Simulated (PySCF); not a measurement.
Te(OH)(SMe), SMILES CS[Te]O (CH4OSTe), singlet at its CAM-B3LYP/def2-SVP optimised geometry (Å):

```
8

Te    -0.9692    -1.1251     0.0000
O     -1.4014     0.8225     0.0000
H     -1.4154     1.1251    -0.9183
S      1.4154    -1.1251     0.0000
C      1.8730    -1.0339    -1.7622
H      1.4074    -1.8414    -2.3410
H      2.9659    -1.1483    -1.8012
H      1.6046    -0.0603    -2.1918
```

Calculation: CAM-B3LYP/def2-TZVP, def2 effective core potentials past Kr (PySCF 2.14.0). The core electrons that the potentials of Te replace are not part of the density. Cells within 0.4 Å of a nucleus heavier than hydrogen are left out (blank, or x).

Map of the electrostatic potential (hartree/e), clipped to [-0.08, 0.12] on the plane z = 0.0 Å:

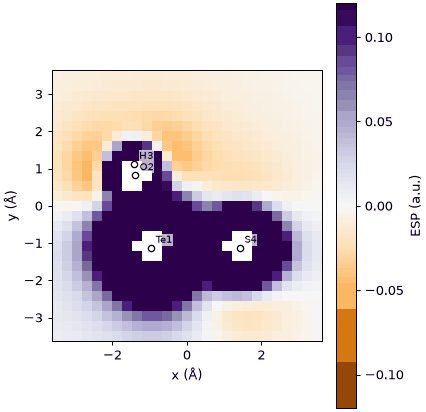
Figure. Electrostatic potential (hartree/e), clipped to [-0.08, 0.12] on the plane z = 0.0 Å.
